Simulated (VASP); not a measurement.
Band structure of KBr (rock salt). Level of theory: PBE GGA with D4 dispersion, VASP's PBE PAW potentials (set 64) (plane waves; VASP 6.6.1).

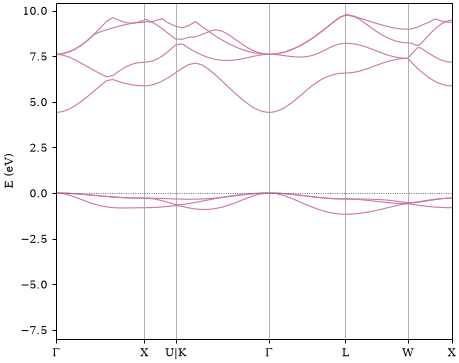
Fig. 1. Bands along high-symmetry lines, zero at the valence-band maximum or, without a gap, the Fermi level

Problem. Read the plot: is there a gap, and where are the band edges?

Solution. The gap is direct, 4.41 eV, from the valence maximum at Γ to the conduction minimum at Γ. (Edges off the drawn lines would not show.)

Measured: gap 7.40 eV (computed value off by -2.99 eV), as given by Aguado et al., (1998), arXiv:cond-mat/9809176.

The compound is KBr in the rock salt structure. It was relaxed first.
